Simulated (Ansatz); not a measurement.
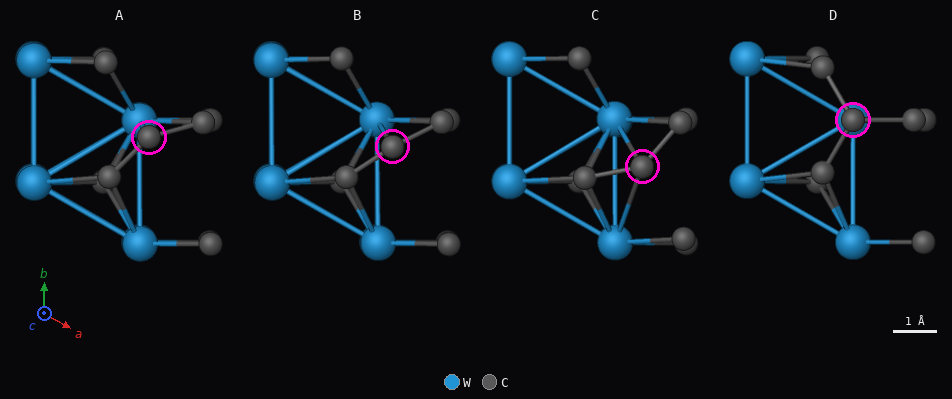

4 geometries from a converged minimum-energy path of C on WC(001) (25 atoms in the cell), shuffled. The picture is a ball-and-stick view of the simulation cell, with the vacuum cut short (origin moved), seen along the c axis. The moving atom is ringed, with any periodic copies. Bonds to atoms that aren't drawn are left out.

Theory: DFT PBE, scalar-relativistic, plane waves, PAW in Ansatz. Run with plane-wave cutoff 420 eV; k-point mesh 3 × 3 × 1; Gaussian smearing 0.15 eV; 8 atoms held fixed; 5 movable images; climbing image; force threshold 0.05 eV/Å; iteration limit 52; starting path by straight interpolation.

Q: Which frame is the transition state?

A: C. In order along the path, whose images run from 0 to 6: C (image 1, +0.31 eV), B (image 3, −0.03 eV), A (image 4, −0.18 eV), D (image 6, −1.24 eV). A C atom travels furthest, 1.65 Å from end to end, on a path that bends up to 0.09 Å away from the straight line. At the highest image its nearest neighbour (C) is 1.40 Å away, against 1.50 Å at the start, and the surrounding atoms stand up to 0.17 Å off the mean of their end positions. Breaking: C–C (1.50 → 3.34 Å). Forming: C–C (3.34 → 1.50 Å).

Limits of the set-up: the periodic images lie only 5.7 Å apart, so the values are limited by the cell's size.

The run took 18 min on 4 threads of AMD EPYC 7R32 (Zen 2), with other jobs on the host, peak memory 3.9 GiB.

PAW datasets: the set soft_1.
